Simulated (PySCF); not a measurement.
```yaml
atoms:
  - { symbol: C, position_ang: [3.5059, 0.0088, -0.7348] }
  - { symbol: S, position_ang: [2.6715, -1.0468, 0.4832] }
  - { symbol: C, position_ang: [1.3205, 0.0763, 0.9880] }
  - { symbol: C, position_ang: [0.1763, 0.1228, -0.0103] }
  - { symbol: C, position_ang: [-0.5568, -1.2227, -0.0893] }
  - { symbol: O, position_ang: [-1.7861, -1.1893, 0.6196] }
  - { symbol: C, position_ang: [-2.8651, -0.6872, -0.1280] }
  - { symbol: C, position_ang: [-2.6958, 0.7951, -0.3891] }
  - { symbol: O, position_ang: [-3.4385, 1.4405, -1.0866] }
  - { symbol: Si, position_ang: [-1.1258, 1.4286, 0.5156] }
  - { symbol: H, position_ang: [2.8172, 0.2681, -1.5336] }
  - { symbol: H, position_ang: [4.3327, -0.5683, -1.1347] }
  - { symbol: H, position_ang: [3.8785, 0.9037, -0.2435] }
  - { symbol: H, position_ang: [1.7605, 1.0623, 1.1367] }
  - { symbol: H, position_ang: [0.9752, -0.3069, 1.9465] }
  - { symbol: H, position_ang: [0.5864, 0.3719, -0.9937] }
  - { symbol: H, position_ang: [0.0387, -2.0083, 0.3857] }
  - { symbol: H, position_ang: [-0.7384, -1.5141, -1.1312] }
  - { symbol: H, position_ang: [-3.7596, -0.8369, 0.4846] }
  - { symbol: H, position_ang: [-2.9997, -1.2364, -1.0715] }
  - { symbol: H, position_ang: [-0.7567, 2.7558, 0.0272] }
  - { symbol: H, position_ang: [-1.3514, 1.4025, 1.9581] }
```

Geometry: GFN2-xTB.

Computed with PBE0/pcSseg-1, SCF density, gas phase, non-relativistic in PySCF.

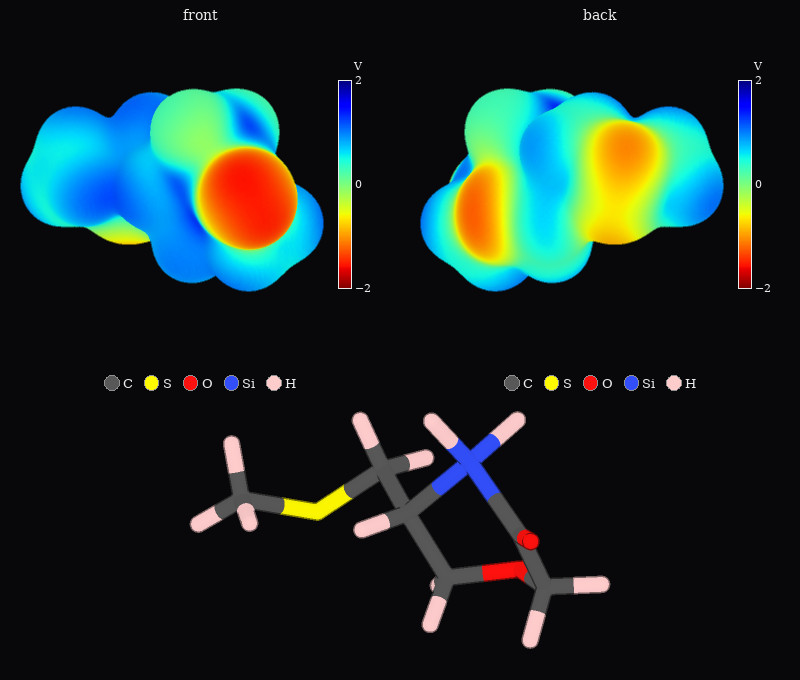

C6H12O2SSi (SMILES CSC[C@H]1COCC(=O)[SiH2]1). The electrostatic potential painted on the density surface at 0.002 e/bohr³, seen from the front and from behind; the colour scale runs from red (negative) to blue (positive). The bare structure is drawn below in the same view.

Q: Describe the electrostatic potential map.

A: The most negative region (about −1.5 V) lies over O9, the most positive (about +1.3 V) over C8 and Si10. O9 is the likeliest acceptor of a hydrogen bond.
